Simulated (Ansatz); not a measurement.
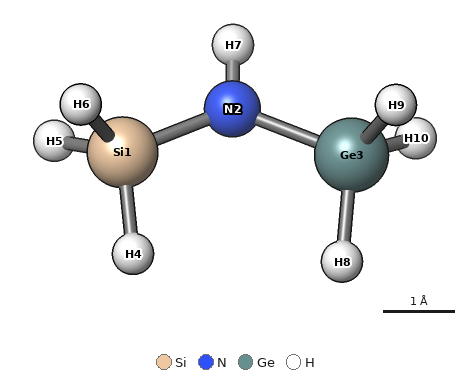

*The structure (ball-and-stick view, seen at a tilt; atoms are numbered from 1 in the order of the input). Sticks mark near contacts.*

Bond lengths as drawn: Ge–H 1.53 to 1.54 Å, Ge–N 1.84 Å, H–N 1.00 Å, H–Si 1.47 to 1.48 Å and N–Si 1.73 Å.

# GeSiNH₇: frequency calculation

The run: frequency calculation of GeSiNH₇. Method and program: HF/6-31G*, RHF (Ansatz 0.2.0).

The geometry was optimised with HF/6-31G*. Figures and captions count atoms from 1; the log counts them from 0 in places.

### Output
```
Functional definition: HF
  name "HF"
  exchange = exact_x
  correlation = 0
927 factors; integrals over basis functions are off by at most 7.7e-4 eV
mean field evaluation 1: about -65917.8108 eV, gradient 3.2e1 eV
mean field evaluation 2: about -65917.8652 eV, gradient 3.2e1 eV
mean field evaluation 4: about -65920.2586 eV, gradient 2.9e0 eV
mean field evaluation 8: about -65920.2911 eV, gradient 1.4e-1 eV
mean field -65920.29111129 eV, -2422.5260159617 hartree, gradient 1.7e-5 eV, S^2 0.000000; 0 other end points of the search recorded, 0 dependent functions left out
the calculation of the forces begins
reference -65920.29111129 eV, -2422.5260159617 hartree; 30, 30 occupied and 53, 53 virtual orbitals, 927 factors
these checks for a lower state are left out or cut short: stability, starts, cluster_reference, orbital_swaps, neighbouring_geometries, increment
927 factors; integrals over basis functions are off by at most 7.7e-4 eV
mean field evaluation 16: about -65920.2910 eV, gradient 2.4e-4 eV
mean field -65920.29098665 eV, -2422.5260113813 hartree, gradient 2.5e-6 eV, S^2 0.000000; 0 other end points of the search recorded, 0 dependent functions left out
[... from here on the field's lines of each further geometry are left out, up to the last ...]
the calculation of the forces begins
reference -65920.29110363 eV, -2422.5260156802 hartree; 30, 30 occupied and 53, 53 virtual orbitals, 927 factors
these checks for a lower state are left out or cut short: stability, starts, cluster_reference, orbital_swaps, neighbouring_geometries, increment
927 factors; integrals over basis functions are off by at most 7.7e-4 eV
mean field -65920.29109865 eV, -2422.5260154972 hartree, gradient 1.8e-6 eV, S^2 0.000000; 0 other end points of the search recorded, 0 dependent functions left out
the calculation of the forces begins
reference -65920.29109865 eV, -2422.5260154972 hartree; 30, 30 occupied and 53, 53 virtual orbitals, 927 factors
Total energy: -65920.29111129 eV, -2422.5260159617 hartree
Atom 0 at    -1.163484     0.530515    -0.958179 Å, force     0.000557     0.000796     0.000391 eV/Å
Atom 1 at     0.433453     0.338252    -0.334303 Å, force    -0.000088    -0.000603     0.000541 eV/Å
Atom 2 at     1.032290    -0.682132     1.074898 Å, force    -0.000907     0.000711    -0.001120 eV/Å
Atom 3 at    -1.965892    -0.632063    -0.534337 Å, force    -0.000053    -0.000251     0.000109 eV/Å
Atom 4 at    -1.135890     0.606016    -2.434129 Å, force    -0.000129    -0.000113     0.000075 eV/Å
Atom 5 at    -1.848044     1.753245    -0.479787 Å, force    -0.000044    -0.000094    -0.000228 eV/Å
Atom 6 at     1.130788     0.949506    -0.712129 Å, force    -0.000119    -0.000157     0.000016 eV/Å
Atom 7 at     0.020528    -1.814532     1.296565 Å, force    -0.000445    -0.000721    -0.000407 eV/Å
Atom 8 at     1.162013     0.149570     2.367186 Å, force     0.000882     0.000029    -0.000366 eV/Å
Atom 9 at     2.417437    -1.249679     0.717015 Å, force     0.000346     0.000403     0.000991 eV/Å
Dipole moment:     0.199600     0.052108     0.033183 e Å
Vibrations: 25.86 51.96 197.66 354.38 546.77 647.62 685.49 778.41 853.07 905.86 942.97 969.77 999.81 1028.19 1070.27 1097.68 1337.04 2206.26 2230.78 2253.40 2340.03 2366.06 2387.40 3789.11 cm⁻¹, zero-point energy 1.863847 eV
```

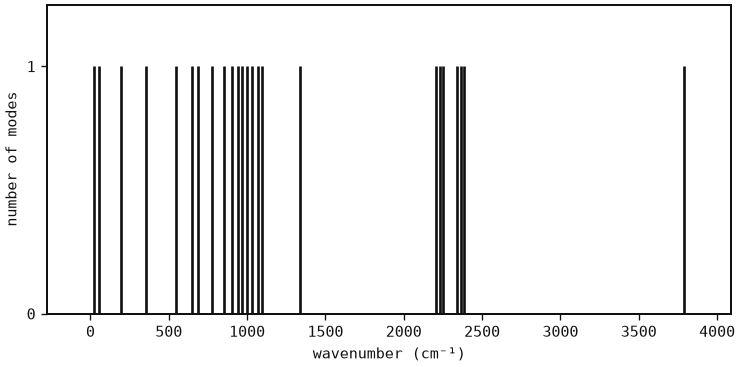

*Harmonic vibrational wavenumbers from the force constants; neighbouring modes closer than 17 cm⁻¹ are counted in one stick.*

24 modes from 26 to 3789 cm⁻¹, none imaginary.

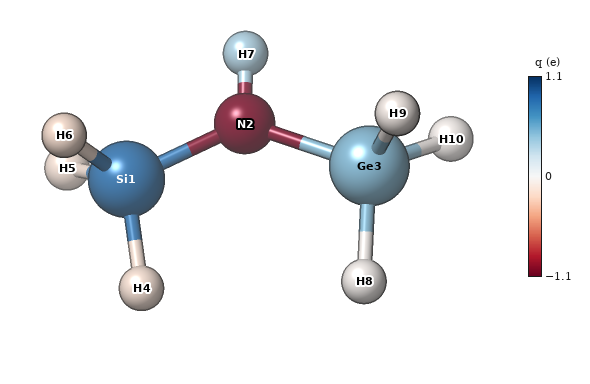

*Mulliken charges, as the colour of each atom (ball-and-stick view, seen at a tilt; atoms are numbered from 1 in the order of the input; Mulliken charges depend strongly on the basis).*

By element: Si +0.83, N −1.05, Ge +0.48 and H −0.17 to +0.38 e.

This output came from the following input.

### Input file
```yaml
crystal:
  periodic: [false, false, false]
  atoms:
    - {symbol: Si, position_ang: [-1.163484, 0.530515, -0.958179]}
    - {symbol: "N", position_ang: [0.433453, 0.338252, -0.334303]}
    - {symbol: Ge, position_ang: [1.032290, -0.682132, 1.074898]}
    - {symbol: H, position_ang: [-1.965892, -0.632063, -0.534337]}
    - {symbol: H, position_ang: [-1.135890, 0.606016, -2.434129]}
    - {symbol: H, position_ang: [-1.848044, 1.753245, -0.479787]}
    - {symbol: H, position_ang: [1.130788, 0.949506, -0.712129]}
    - {symbol: H, position_ang: [0.020528, -1.814532, 1.296565]}
    - {symbol: H, position_ang: [1.162013, 0.149570, 2.367186]}
    - {symbol: H, position_ang: [2.417437, -1.249679, 0.717015]}
basis:
  gaussian:
    orbitals: "6-31G*"
hamiltonian:
  xc: hf
phonons:
  temperatures:
    t_min: 298.15
    t_max: 298.15
    t_step: 1
```

Launched with:
```bash
ansatz run run.yaml --threads 1 --pin off --max-ram 3480MiB --events-out events.jsonl --progress --plain --runs-dir runs
```

### Summary

```tsv
quantity	value
outcome	converged
total energy	−2422.526016 hartree
basis functions	83
largest force	0.002 eV/Å
zero-point energy	0.068495 hartree
dipole moment	1.00 D
wavenumbers, lowest and highest	26 and 3789 cm⁻¹
hardware	1 thread of Arm Neoverse V2, 24 GiB of memory available, shared host
wall time	92 s
peak memory	0.16 GiB
```
